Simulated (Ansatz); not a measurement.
```json
{"atom": "C", "x (Å)": "-0.6708", "y (Å)": "-0.4726", "z (Å)": "0.4159"}
{"atom": "B", "x (Å)": "-2.0195", "y (Å)": "0.1826", "z (Å)": "0.3990"}
{"atom": "F", "x (Å)": "-3.1247", "y (Å)": "-0.6170", "z (Å)": "0.3267"}
{"atom": "In", "x (Å)": "-0.9951", "y (Å)": "-2.5372", "z (Å)": "1.2554"}
{"atom": "H", "x (Å)": "0.2775", "y (Å)": "-0.1133", "z (Å)": "-0.0004"}
{"atom": "H", "x (Å)": "-2.2302", "y (Å)": "1.3579", "z (Å)": "0.6273"}
```

Geometry: r2SCAN-D4/def2-SVP; core potentials replace the inner electrons of In.

Method: Ansatz, isolated molecule in a Gaussian basis; Kohn-Sham density functional theory, functional PBE0.

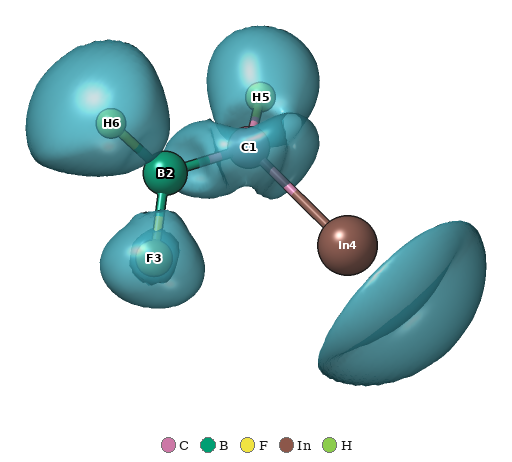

CH2BFIn (doublet). Isosurface of the electron localisation function at 0.75 (cyan), seen at a tilt. Only the valence region is drawn (cores and ρ < 0.01 e/Å³ removed).

### Where are the electrons localised?

The ELF exceeds this value in two regions around hydrogen nuclei, one region on F in which the atom's valence shell and bonds are merged and one lobe on In, pointing away from the bonds (non-bonding electrons). Profiles from the grid: B–F (1.37 Å): the ELF peaks at about 0.85 between the atoms (a polar covalent bond). C–B (1.50 Å): the ELF peaks at about 0.95 between the atoms: a covalent bond.
